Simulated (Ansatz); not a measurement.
# Screening in SnO2 (Pnnm)

How strongly does SnO2 (Pnnm) screen? Routes: perturbation theory, a sum over states and the RPA step of G0W0.

Program: Ansatz 0.2.0. Level of theory: linear response on LDA, plane waves, PAW. Results are calculated unless marked as measured.

## Step 1: The starting structure

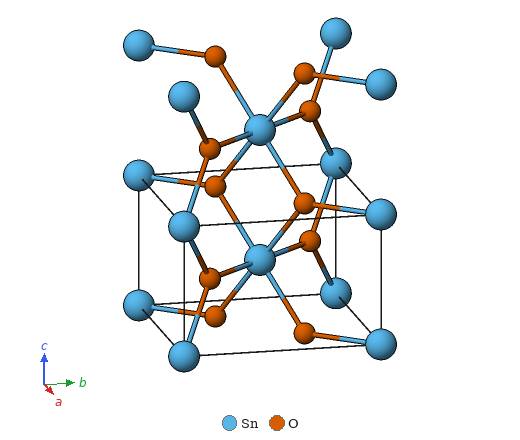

The starting structure, seen slightly off an axis (tin blue, oxygen orange). 1×1×2 cells are drawn. Some periodic images of atoms are drawn too.

Structure file:

```cif
data_structure
_symmetry_space_group_name_H-M 'P 1'
_symmetry_Int_Tables_number 1
_cell_length_a 4.7880
_cell_length_b 4.8666
_cell_length_c 3.2409
_cell_angle_alpha 90.000
_cell_angle_beta 90.000
_cell_angle_gamma 90.000
_cell_volume 75.52
loop_
_atom_site_label
_atom_site_type_symbol
_atom_site_fract_x
_atom_site_fract_y
_atom_site_fract_z
_atom_site_occupancy
Sn1 Sn 0.50000 0.50000 0.50000 1
Sn2 Sn 0.00000 0.00000 0.00000 1
O3 O 0.29185 0.32104 0.00000 1
O4 O 0.79185 0.17896 0.50000 1
O5 O 0.20814 0.82104 0.50000 1
O6 O 0.70815 0.67896 0.00000 1
```

The cell and positions are those that the Materials Project relaxed with its own functionals (PBE, PBE+U or r2SCAN), kept fixed. This is not the form that SnO2 usually takes at ambient conditions.

## Step 2: Response to a homogeneous field

The response to a uniform field gives ε∞, a yardstick for the screening that GW builds on its mesh.

This step: dielectric response by perturbation theory, LDA, plane waves, PAW; PAW set soft_1.

input.yaml

```yaml
crystal:
  lattice:
    - [4.788004, 0.0, 0.0]
    - [0.0, 4.866582, 0.0]
    - [0.0, 0.0, 3.240898]
  atoms:
    - { symbol: Sn, position: [0.5, 0.5, 0.5] }
    - { symbol: Sn, position: [0.0, 0.0, 0.0] }
    - { symbol: O, position: [0.291855, 0.321042, 0.0] }
    - { symbol: O, position: [0.791855, 0.178958, 0.5] }
    - { symbol: O, position: [0.208145, 0.821042, 0.5] }
    - { symbol: O, position: [0.708145, 0.678958, 0.0] }
kpoints:
  mp_grid: { grid: [4, 4, 6] }
hamiltonian:
  xc: lda
  pseudopotentials: { kind: paw, azcp: { folder: soft_1 }, xc_functional: pbe }
scf:
  occupations: { method: fixed }
dielectric: {}
```

Started as:

```
> ansatz run input.yaml --threads 2 --pin off --max-ram 92160MiB --backend cuda --events-out ev --progress --plain --runs-dir out --devices 1 --max-vram 13GiB
```

Numbers of over 12 decimals in the logs are rounded to 6 here.

Log:

```text
GPUs: using 1 of 1 available (devices: 1).
Engine: ansatz 0.2.0, x86_64-unknown-linux-gnu
Pseudopotentials: kind: paw
Pseudopotential: Sn, paw, valence charge 14, recommended cutoff 420 eV (normal), soft_1/Sn.paw.azcp
Pseudopotential: O, paw, valence charge 6, recommended cutoff 420 eV (normal), soft_1/O.paw.azcp
Functional definition: SPW92
  exchange = slater_x
  correlation = pw_c
device memory: the entry about to start is reckoned to put 1.9 GiB on a device that reports 58.7 GiB free (of which the cap on the GPU budget leaves the run 13.0 GiB)
GPU FFT provider: cuFFT
GPU libraries: cuBLAS 13.8.2, cuFFT 12.4.0, cuSOLVER 12.3.4
Crystal: 6 atoms, lattice volume = 75.517 Å³
Basis set: ecut = 420 eV, 1479 PW (Γ), exchange–correlation on 72×72×48 points (8 copies of the dense FFT grid, shifted against one another)
Bands: 32, of which v1, the nominal top of the filled ones, is band 26 counted from 1 (25 counted from 0)
Symmetry: 8 space group operations
k-points: 52 of 96 (irreducible under 1 space group operation, time reversal used)
Non-local potential: Sn, projectors of the file, l = 0: 2, l = 1: 2, l = 2: 2, l = 3: 1
Non-local potential: O, projectors of the file, l = 0: 2, l = 1: 2, l = 2: 1
PAW form: soft (Blöchl's): semilocal exchange-correlation on the pseudo side does not see the compensation charge
PAW frozen core: Sn, regenerated for the run's functional, and the local potential with it (the file was generated under x = pbe(κ = 0.804, μ = 0.219515), c = pbe(β = 0.066725))
PAW frozen core: O, regenerated for the run's functional, and the local potential with it (the file was generated under x = pbe(κ = 0.804, μ = 0.219515), c = pbe(β = 0.066725))
PAW one-centre angular grid: Sn, 590 points (default); XC on 64 Gauss nodes
PAW one-centre angular grid: O, 110 points (default); XC on 64 Gauss nodes
Initial density: superposition of atomic densities (chi_scale 0.1, normalization cell, long waves kept (reshape's long-wave potential 0.00 eV rms))
Initial wavefunctions: pseudopotential atomic-orbital guess
GPU buffer pool allocated for 31104 grid points (all kernels)
GPU transforms: local potential and band sums: pruned to the plane-wave sphere, on 36×36×24
Functional: x = slater, c = lda
SCF iter   1: F=—  HF=-13980.942502 eV  |F-HF|=—  |Δ(HF+E_count)|=         —  Δρ=6.33e-2  dr2=2.14e0  ethr=3.10e-3  ⟨swp⟩=4.0  Hψ=6435  notcnv=0  defer=206
preconditioner: auto → Resta (q_TF=auto, 2.564 Å⁻¹)  ε∞=3.5  [insulator: Δε(μ)=1.030 eV  Ē_g=19.398 eV  n_scr=18 (ndim 8)  ℏωp=30.8 eV  f_vac=0.000  ε∞_Penn≈3.5]
SCF iter   2: F=—  HF=-13980.470383 eV  |F-HF|=—  |Δ(HF+E_count)|=   4.72e-1  Δρ=3.27e-2  dr2=4.12e-1  ethr=3.10e-3  ⟨swp⟩=3.0  Hψ=3512  notcnv=0  defer=208
SCF iter   3: F=—  HF=-13980.371509 eV  |F-HF|=—  |Δ(HF+E_count)|=   9.89e-2  Δρ=9.56e-3  dr2=6.88e-2  ethr=7.92e-4  ⟨swp⟩=3.0  Hψ=2967  notcnv=0  defer=208
SCF iter   4: F=—  HF=-13980.355028 eV  |F-HF|=—  |Δ(HF+E_count)|=   1.65e-2  Δρ=1.91e-3  dr2=1.84e-3  ethr=1.32e-4  ⟨swp⟩=2.0  Hψ=2239  notcnv=0  defer=208
SCF iter   5: F=—  HF=-13980.355484 eV  |F-HF|=—  |Δ(HF+E_count)|=   4.56e-4  Δρ=5.59e-4  dr2=1.67e-4  ethr=3.53e-6  ⟨swp⟩=2.8  Hψ=2419  notcnv=0  defer=208
SCF iter   6: F=—  HF=-13980.355387 eV  |F-HF|=—  |Δ(HF+E_count)|=   9.70e-5  Δρ=7.03e-5  dr2=2.84e-6  ethr=3.21e-7  ⟨swp⟩=2.1  Hψ=2398  notcnv=0  defer=185
SCF iter   7: F=—  HF=-13980.355598 eV  |F-HF|=—  |Δ(HF+E_count)|=   2.11e-4  Δρ=9.13e-6  dr2=7.46e-8  ethr=5.47e-9  ⟨swp⟩=2.0  Hψ=2212  notcnv=0  defer=104
SCF iter   8: F=—  HF=-13980.355598 eV  |F-HF|=—  |Δ(HF+E_count)|=   2.46e-8  Δρ=1.96e-6  dr2=2.82e-9  ethr=1.43e-10  ⟨swp⟩=2.8  Hψ=2706  notcnv=0  defer=104
SCF iter   9: F=-13980.355598 eV  HF=-13980.355598 eV  |F-HF|=2.18e-11  |Δ(HF+E_count)|=  1.62e-10  Δρ=3.80e-7  dr2=8.82e-11  ethr=1.00e-12  ⟨swp⟩=9.6  Hψ=8077  notcnv=0
SCF 1 converged in 9 iterations: F = -13980.355598 eV  dr2 = 8.82e-11
  greatest PAW one-centre occupation: 0.997 electrons in one spin orbital (limit 2), on the Sn atom at site 1 (counted from 0), in its partial waves of l = 2
the response reads at least the filled bands of the reference SCF and the lowest empty band at each k-point, and that SCF's band table does not vouch for those bands. The notice of the band table in this run's record says why
device memory: the entry about to start is reckoned to put 0.1 GiB (of the 0.1 GiB reckoned in all, the device holds 0.1 GiB already) on a device that reports 64.1 GiB free (of which the cap on the GPU budget leaves the run 13.0 GiB)
device memory: the entry about to start is reckoned to put 0.9 GiB (of the 1.0 GiB reckoned in all, the device holds 0.1 GiB already) on a device that reports 64.1 GiB free (of which the cap on the GPU budget leaves the run 13.0 GiB)
DFPT response loops at Γ: preconditioner auto → Resta (q_TF=auto, 2.564 Å⁻¹)  ε∞=9.4 (no band partly filled); β = 1.00, the filter's whole step (`scf.mixing.beta` (0.50) is not read by the response loops at its default; to damp them type it under 1.00, their step now; it binds the ground state too); Broyden in place of MSR1
── the response to a field inside a basis, on 8×8×10 k-points: an SCF that follows is theirs, and a resumed run solves both again ──
device memory: the entry about to start is reckoned to put 0.4 GiB on a device that reports 65.8 GiB free (of which the cap on the GPU budget leaves the run 12.9 GiB)
GPU FFT provider: cuFFT
GPU libraries: cuBLAS 13.8.2, cuFFT 12.4.0, cuSOLVER 12.3.4
Bands: 27, of which v1, the nominal top of the filled ones, is band 26 counted from 1 (25 counted from 0)
k-points: 80
Initial density: handed on by an earlier stage of this run
Initial wavefunctions: pseudopotential atomic-orbital guess (no wavefunctions were taken with the density)
GPU buffer pool allocated for 31104 grid points (all kernels)
GPU transforms: band sums: pruned to the plane-wave sphere, on 36×36×24
Eigensolver: Dense (80 Hₖ)
SCF iter   1: F=—  HF=-13980.272679 eV  |F-HF|=—  |Δ(HF+E_count)|=         —  Δρ=5.29e-4  dr2=5.21e-5  ethr=1.00e-1
preconditioner: auto → Resta (q_TF=auto, 2.564 Å⁻¹)  ε∞=4.9  [insulator: Δε(μ)=0.842 eV  Ē_g=15.560 eV  n_scr=18 (ndim 8)  ℏωp=30.8 eV  f_vac=0.025  ε∞_Penn≈4.9]
SCF iter   2: F=—  HF=-13980.272669 eV  |F-HF|=—  |Δ(HF+E_count)|=   1.04e-5  Δρ=2.17e-4  dr2=1.28e-5  ethr=1.00e-7
SCF iter   3: F=—  HF=-13980.272668 eV  |F-HF|=—  |Δ(HF+E_count)|=   1.04e-6  Δρ=8.30e-5  dr2=1.58e-6  ethr=2.45e-8
SCF iter   4: F=-13980.272668 eV  HF=-13980.272668 eV  |F-HF|=1.38e-8  |Δ(HF+E_count)|=   1.46e-7  Δρ=9.85e-6  dr2=9.05e-8  ethr=3.05e-9
SCF 1 converged in 4 iterations: F = -13980.272668 eV  dr2 = 9.05e-8
device memory: the entry about to start is reckoned to put 0.1 GiB (of the 0.2 GiB reckoned in all, the device holds 0.2 GiB already) on a device that reports 55.4 GiB free (of which the cap on the GPU budget leaves the run 12.9 GiB)
device memory: the entry about to start is reckoned to put 1.8 GiB on a device that reports 54.9 GiB free (of which the cap on the GPU budget leaves the run 12.9 GiB)
DFPT response loops at Γ: preconditioner auto → Resta (q_TF=auto, 2.564 Å⁻¹)  ε∞=8.4 (no band partly filled); β = 1.00, the filter's whole step (`scf.mixing.beta` (0.50) is not read by the response loops at its default; to damp them type it under 1.00, their step now; it binds the ground state too); Broyden in place of MSR1
SCF converged after 9 iterations
Free energy (F): -13980.355598 eV
Harris-Foulkes:  -13980.355598 eV  (|F-HF|=2.18e-11)
Internal energy: -13980.355598 eV  (E = F + TS)
E sigma→0 (E₀):  -13980.355598 eV
Fermi energy:    8.285799 eV
--- Per-component energies (eV) ---
  E_band       = -169.732371
  E_kinetic    = 1009.151745
  E_local      = -3266.936300  (includes V_loc(G=0)·N_el)
  E_nonlocal   = 516.663850
  E_hartree    = 1465.586151
  E_xc         = -527.854828
  E_vxc        = -520.361981  (∫ρ·V_xc dr)
  E_paw        = -9065.744492  (= ΣΔE_a)
  E_vpaw       = -839.425687  (= ΣTr[D̂ρ^β])
  E_aug_tail   = 0.003884  (compensation charges beyond the density's cutoff)
  E_ewald      = -4112.463075
  E_core_change = 1.237468  (= ΣΔE_core)
  E_smearing   = -0.000000  (= −TS)
  E_closure    = 0.000000  (closes the sum)
  Σ components = -13980.355598   (vs F -13980.355598, Δ=0.00e0)
--- Band table (eV; the first three rows and the last of 52) ---
  k-point 0: bands = [... 22 lower, 7.1392, 7.6611, 7.6670, 8.2858, 8.9713, 13.8098, 14.1552, 14.3076, ... 2 higher]
  k-point 1: bands = [... 22 lower, 6.2950, 7.6537, 7.6911, 8.1452, 10.4634, 14.2512, 15.1958, 15.3372, ... 2 higher]
  k-point 2: bands = [... 22 lower, 6.1088, 7.4119, 7.5110, 7.5857, 12.4108, 14.4657, 16.6158, 17.1365, ... 2 higher]
  k-point 51: bands = [... 22 lower, 7.4474, 7.4474, 7.6328, 7.6328, 12.5263, 12.5263, 16.7214, 16.7214, ... 2 higher]
--- Dielectric response (ions clamped): 3 representative field directions + reference, inside a basis on a mesh of 640 k-points (Σ response iterations 18) ---
  ε∞ (high-frequency dielectric tensor):
        4.994097     0.000000     0.000000
        0.000000     4.986871     0.000000
        0.000000     0.000000     5.257928
  Born effective charges Z* (e; rows j = field, columns β = displacement):
    site 0:
         4.09117   -0.73860    0.00000
        -0.34770    4.21061    0.00000
         0.00000    0.00000    4.56635
    site 1:
         4.09117    0.73860    0.00000
         0.34770    4.21061    0.00000
         0.00000    0.00000    4.56635
    site 2:
        -2.04559   -0.76420    0.00000
        -0.81431   -2.10530    0.00000
         0.00000    0.00000   -2.28317
    site 3:
        -2.04559    0.76420    0.00000
         0.81431   -2.10530    0.00000
         0.00000    0.00000   -2.28317
    site 4:
        -2.04559    0.76420    0.00000
         0.81431   -2.10530    0.00000
         0.00000    0.00000   -2.28317
    site 5:
        -2.04559   -0.76420    0.00000
        -0.81431   -2.10530    0.00000
         0.00000    0.00000   -2.28317
  Z* charge neutrality: 8.224e-3 e pre-enforcement
  solved inside a basis spanned on kpoints, on 8×8×10 k-points transformed towards the longest dipole: ε∞ is read to err by 2.3e-2, Z* by 2.6e-2 e (field_mesh: kpoints solves on kpoints); Z* is corrected for what the basis lacks
```

It took 45 s on 1 × NVIDIA H100 80GB HBM3 (shared by 6 runs) with 2 threads of AMD EPYC 7R13 (Zen 3), shared host; peak memory 1.9 GiB.

The column dr2 measures how far the density is from self-consistency, as an energy; F and HF (Harris–Foulkes) agree once it is small.

Numbers from this step:

| Property | Result |
| --- | --- |
| stated error of ε∞ | 0.023 |

One over ε∞ averages 0.20, somewhat under the quarter of exact exchange in PBE0.

High-frequency dielectric tensor:

```
4.99 0.00 0.00
0.00 4.99 0.00
0.00 0.00 5.26
```

Born effective charge (e), principal values of the symmetric part by kind of site:

| atom | atoms with these values | low | middle | high | mean |
| --- | --- | --- | --- | --- | --- |
| Sn1 | 2 | 3.60 | 4.57 | 4.70 | 4.29 |
| O3 | 4 | -2.87 | -2.28 | -1.29 | -2.14 |

In full for Sn1:

```
 4.09 -0.74  0.00
-0.35  4.21  0.00
 0.00  0.00  4.57
```

## Step 3: Independent-particle spectrum

The independent-particle spectrum shows where the oscillator strength lies, before excitons and local fields.

This step: independent-particle optics on LDA, plane waves, PAW; PAW set soft_1.

Changes to input.yaml since step 2:

```diff
@@ -13,3 +13,3 @@
 kpoints:
-  mp_grid: { grid: [4, 4, 6] }
+  mp_grid: { grid: [6, 6, 8] }
 hamiltonian:
@@ -19,2 +19,4 @@
   occupations: { method: fixed }
-dielectric: {}
+  n_extra_bands: 51
+output:
+  optics: { e_range: [0, 25], de: 0.1, sigma: 0.2 }
```

Log:

```text
[...]
GPUs: using 1 of 1 available (devices: 1).
[...]
GPU FFT provider: cuFFT
GPU libraries: cuBLAS 13.8.2, cuFFT 12.4.0, cuSOLVER 12.3.4
Crystal: 6 atoms, lattice volume = 75.517 Å³
Basis set: ecut = 420 eV, 1479 PW (Γ)
Bands: 77, of which v1, the nominal top of the filled ones, is band 26 counted from 1 (25 counted from 0)
Symmetry: 8 space group operations
[...]
k-points: 80 of 288
[...]
GPU buffer pool allocated for 31104 grid points (all kernels)
[...]
SCF iter   1: F=—  HF=-13980.945513 eV  |F-HF|=—  |Δ(HF+E_count)|=         —  Δρ=6.34e-2  dr2=2.15e0  ethr=3.10e-3  ⟨swp⟩=4.7  Hψ=21701  notcnv=0  defer=3898
[...]
SCF iter  10: F=-13980.357001 eV  HF=-13980.357001 eV  |F-HF|=1.82e-12  |Δ(HF+E_count)|=  3.64e-12  Δρ=3.74e-8  dr2=8.13e-13  ethr=1.00e-12  ⟨swp⟩=13.6  Hψ=46837  notcnv=0
SCF 1 converged in 10 iterations: F = -13980.357001 eV  dr2 = 8.13e-13
[...]
Optics k sum: 0 of 80 k-points
Optics k sum: 4 of 80 k-points
[...]
Optics k sum: 80 of 80 k-points
[...]
SCF converged after 10 iterations
Free energy (F): -13980.357001 eV
[...]
Internal energy: -13980.357001 eV  (E = F + TS)
E sigma→0 (E₀):  -13980.357001 eV
Fermi energy:    8.285222 eV
[...]
--- Band table (eV; the first three rows and the last of 80) ---
  k-point 0: bands = [... 22 lower, 7.1388, 7.6608, 7.6667, 8.2852, 8.9714, 13.8097, 14.1551, 14.3076, ... 47 higher]
  k-point 1: bands = [... 22 lower, 6.6058, 7.6752, 7.6992, 8.2279, 9.9431, 14.0917, 14.7794, 14.9273, ... 47 higher]
  k-point 2: bands = [... 22 lower, 5.8221, 7.5582, 7.6293, 7.9036, 11.4967, 14.4841, 16.1601, 16.2698, ... 47 higher]
  k-point 79: bands = [... 22 lower, 7.4472, 7.4472, 7.6325, 7.6325, 12.5261, 12.5261, 16.7213, 16.7213, ... 47 higher]
```

Elapsed: 2.1 min, on 1 × NVIDIA H100 80GB HBM3 (shared by 6 runs) with 2 threads; peak memory 2 GiB; 3.9 min of CPU time.

This step gave:

| Property | Result |
| --- | --- |
| ε∞ without local fields (xx, yy, zz) | 5.199, 5.106, 5.390 |
| electrons in the f-sum (xx, yy, zz) | 38.24, 38.01, 38.74 |
| bands in the explicit sum (the static value is completed to all bands) | 77 |

The sum gives ε∞ = 5.20, 5.11 and 5.39 without local fields.

The ε₂ has structure finer than the step of the table below, so its rows give means over 2 eV, whole bins alone (the curve runs from 0 to 25 eV). Peaks (eV: height): xx 6.3: 5.02, 9.0: 5.48, 13.6: 3.99; yy 6.3: 5.18, 9.1: 4.91, 12.9: 3.56; zz 8.1: 8.99, 12.8: 3.60.

Independent particles, no local fields, Gaussian width 0.2 eV. The ε₂ by photon energy; means over each step:

| photon energy (eV) | xx | yy | zz |
| --- | --- | --- | --- |
| 2 | 1.22 | 1.10 | 0.474 |
| 4 | 1.60 | 1.52 | 2.21 |
| 6 | 3.48 | 3.70 | 3.63 |
| 8 | 3.23 | 3.22 | 6.79 |
| 10 | 3.29 | 3.28 | 3.50 |
| 12 | 2.50 | 2.58 | 2.51 |
| 14 | 3.27 | 2.98 | 2.44 |
| 16 | 1.90 | 1.99 | 1.85 |
| 18 | 1.16 | 1.24 | 0.989 |
| 20 | 0.792 | 0.881 | 0.669 |
| 22 | 0.658 | 0.640 | 0.523 |
| 24 | 0.520 | 0.483 | 0.483 |

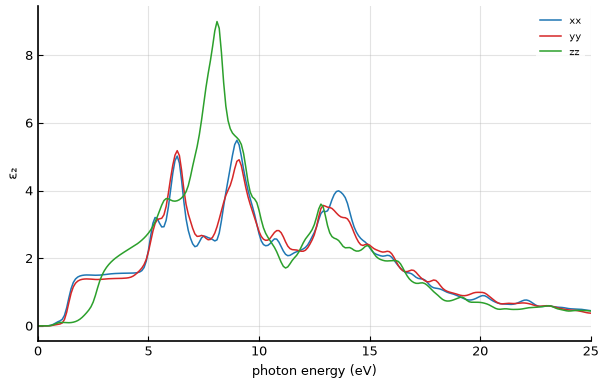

ε₂, plotted against photon energy.

The loss function has structure finer than the step of the table below, so its rows give means over 1 eV, whole bins alone (the curve runs from 0 to 25 eV). Peaks (eV: height): xx 19.4: 1.23, 20.8: 1.27, 22.5: 1.20; yy 20.8: 1.39; zz 11.1: 0.557, 20.7: 1.69.

Independent particles, no local fields, Gaussian width 0.2 eV. The loss function by photon energy; means over each step:

| photon energy (eV) | xx | yy | zz |
| --- | --- | --- | --- |
| 1 | 0.00825 | 0.00595 | 0.00243 |
| 2 | 0.0494 | 0.0461 | 0.00784 |
| 3 | 0.0617 | 0.0564 | 0.0356 |
| 4 | 0.0638 | 0.0560 | 0.0563 |
| 5 | 0.0701 | 0.0649 | 0.0663 |
| 6 | 0.112 | 0.108 | 0.0858 |
| 7 | 0.187 | 0.194 | 0.0839 |
| 8 | 0.134 | 0.146 | 0.107 |
| 9 | 0.166 | 0.177 | 0.182 |
| 10 | 0.319 | 0.302 | 0.295 |
| 11 | 0.324 | 0.310 | 0.474 |
| 12 | 0.258 | 0.283 | 0.330 |
| 13 | 0.227 | 0.246 | 0.320 |
| 14 | 0.289 | 0.329 | 0.428 |
| 15 | 0.430 | 0.427 | 0.452 |
| 16 | 0.510 | 0.495 | 0.514 |
| 17 | 0.665 | 0.643 | 0.690 |
| 18 | 0.878 | 0.805 | 0.993 |
| 19 | 1.13 | 1.04 | 1.27 |
| 20 | 1.09 | 1.01 | 1.43 |
| 21 | 1.20 | 1.29 | 1.48 |
| 22 | 1.03 | 1.17 | 1.06 |
| 23 | 1.07 | 1.14 | 1.01 |
| 24 | 0.949 | 1.06 | 0.953 |

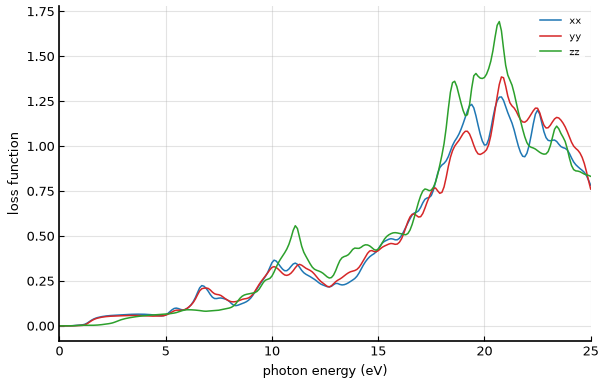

Loss function, plotted against photon energy.

(Continued in part 2 of 2.)

[Paths, hosts, dates, memory and timing lines, banners, echoed tables and standing remarks are left out of the program output.]

[Logs are printed without paths, hosts, clocks, repeated set-up lines and the standing remarks that a program may print on its own settings, such as how far it seeks lower states.]

[Runs of the session that timed out or met a known fault of the program may be left out.]

[Cells called generated may have been cut or substituted from an entry of the Crystallography Open Database or the Materials Project.]

[Hosts, paths, dates, database ids (printed as entryN), source tags and the programs' standing remarks are cut or masked in the printed files.]
